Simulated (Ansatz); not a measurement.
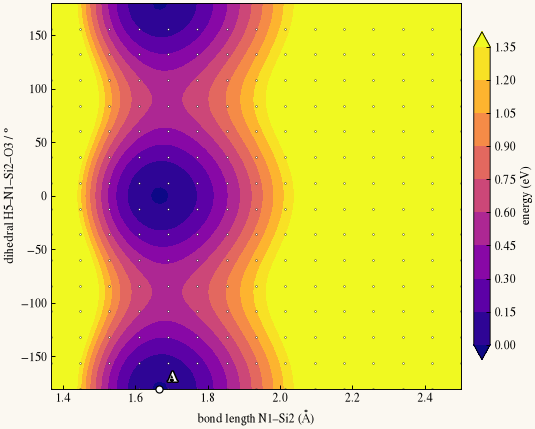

ClH₂NOSi, SMILES N[Si](=O)Cl. The first coordinate is: bond length N1–Si2; the second: dihedral H5–N1–Si2–O3. Nothing is relaxed (all other coordinates rigid). Grid: 15 × 15 points; 120 points were computed and 105 follow by symmetry. Energies are in eV, from the lowest grid point. The reference is spin-restricted, which grows unreliable where a bond is stretched far. These are results of Ansatz, RKS PBE0-D4/def2-TZVP, not measurements.

The picture shows filled contours, dots at the grid points, one colour for all values above the top of the scale, the well A. Between grid points the surface is interpolated.

**Where is the minimum, and how stiff is the well along each coordinate? Take the well at A.**

The interpolated minimum is at bond length N1–Si2 ≈ 1.667 Å, dihedral H5–N1–Si2–O3 ≈ −180°. The curvatures there are about 35 eV/Å² and 1.1 eV/rad², with a cross term of about 0 eV/(Å·rad). Round the minimum the two coordinates are nearly uncoupled.
